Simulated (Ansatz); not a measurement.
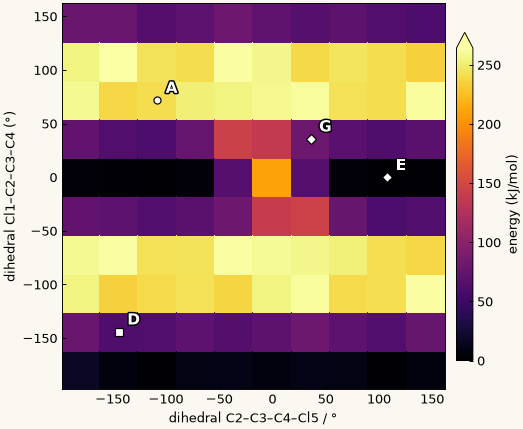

C₃H₄Cl₂, SMILES ClC=CCCl. 
- Coordinates scanned: (1) dihedral C2–C3–C4–Cl5; (2) dihedral Cl1–C2–C3–C4.
- Nothing is relaxed (all other coordinates rigid).
- The scan uses a 10 × 10 grid.
- All energies are given in kJ/mol relative to the lowest grid point.
- Energies and slopes of some neighbouring points disagree (a jump in structure or state, or too coarse a mesh). The dihedral twists a double bond; near 90° a spin-restricted reference is unreliable.
- All numbers below come from RKS r2SCAN-D4/def2-SVP (Ansatz).

In the figure: one coloured cell a grid point, one colour for all values above the top of the scale, lettered points.

Q: Is G the lowest point of the computed grid?

A: No. G lies 80 kJ/mol above the lowest grid point, which is at dihedral C2–C3–C4–Cl5 = 108°, dihedral Cl1–C2–C3–C4 = 0°.

Q: Rank the lettered points by energy, lowest first.

A: E (0 kJ/mol), D (61 kJ/mol), G (80 kJ/mol), A (241 kJ/mol).
